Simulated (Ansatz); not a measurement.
**SbH3 (SMILES [H][Sb]([H])[H]): methods side by side**

SbH3 has 4 atoms, charge 0, and is taken as a singlet. As SMILES, `[H][Sb]([H])[H]`. The shape comes from GFN2-xTB, which is rough for such elements, and wasn't checked as a minimum.

Each level gives the vertical energy of the triplet above the singlet (eV). The values are calculated.

```csv
level,kind,program,value (eV),less FCI/STO-3G,CPU time (all runs)
HF/STO-3G,Hartree–Fock,Ansatz,7.24,-0.25,1.1 s
SVWN5/STO-3G,LDA,Ansatz,7.47,-0.02,7.8 s
revPBE/STO-3G,GGA,Ansatz,7.20,-0.29,20 s
PBE0/STO-3G,global hybrid,Ansatz,7.34,-0.15,17 s
HSE06/STO-3G,range-separated hybrid,Ansatz,7.35,-0.14,18 s
MP2/STO-3G,perturbation theory,Ansatz,7.52,+0.03,1.1 s
CCSD/STO-3G,coupled cluster or CI,Ansatz,7.54,+0.05,1.3 s
FCI/STO-3G,exact in the basis,Ansatz,7.49,0.00,1.5 s
```

FCI/STO-3G is exact within its basis and frozen core, so for wave-function methods in that basis the difference is their error; functionals converge differently with the basis, so for them it is only a difference. All-electron rows without a relativistic Hamiltonian named are non-relativistic. Spin-orbit coupling, which can split open shells on such heavy atoms by tenths of an eV, is left out. The values span 7.20 to 7.54 eV. A triplet this far above the singlet is often a Rydberg-like or dissociative state; sets without diffuse functions put Rydberg states too high. All rows use very small basis sets, so none should be taken for the real molecule's value. In the correlated wave-function rows the outer d shell of Sb is correlated, in sets not made for it. In so small a basis fixed costs decide the times, and correlated methods can beat functionals. CPU times are rough (shared hosts, several kinds of processor and program).

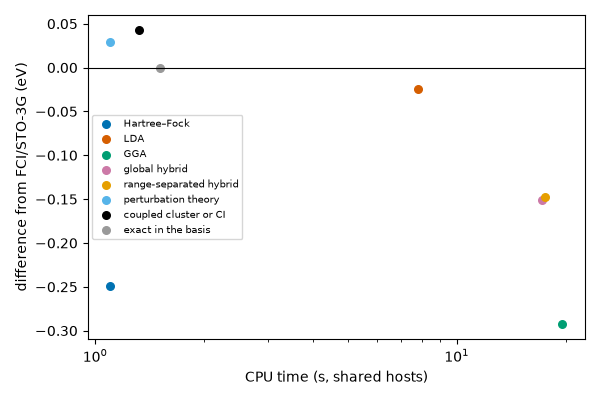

Difference from FCI/STO-3G against processor time, one point a level.
